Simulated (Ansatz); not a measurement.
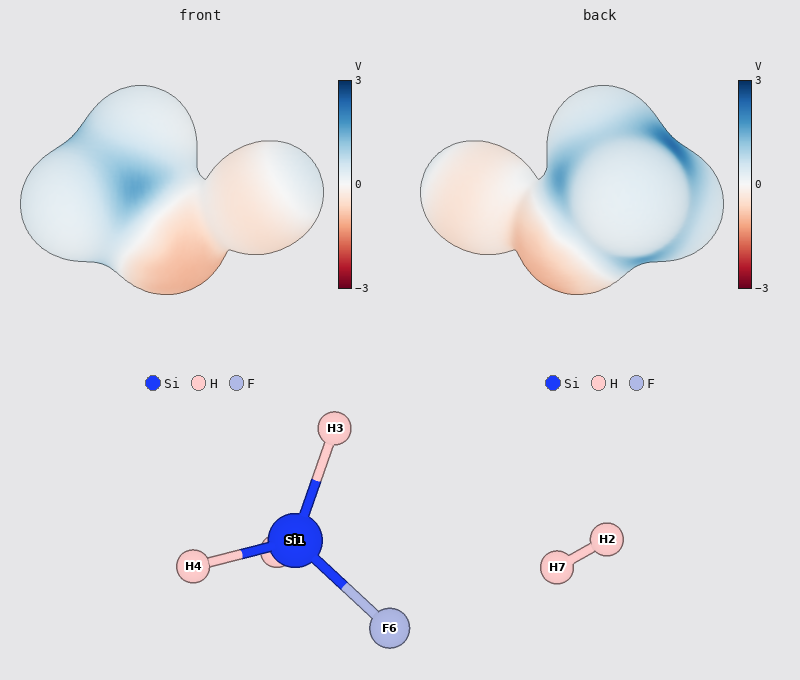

The picture shows: FH3Si···H2. The molecular electrostatic potential painted on the density surface at 0.002 e/bohr³, seen from the front and from behind; the colour scale runs from red (negative) to blue (positive). The bare structure is drawn below in the same view.

Method: Ansatz 0.2.0, RKS B3LYP-D4/def2-SVP.

```xyz
7

Si   -0.4306    0.0000   -0.7475
H    -0.0393    0.0000    3.4202
H     0.9869    0.0000   -0.2978
H    -0.7265    1.2221   -1.5411
H    -0.7265   -1.2221   -1.5411
F    -1.3881    0.0000    0.5747
H    -0.4415    0.0000    2.7731
```

Q: Where is the surface potential most negative and most positive?

A: The most negative region (about −1.0 V) lies over F6, the most positive (about +2.0 V) over Si1.
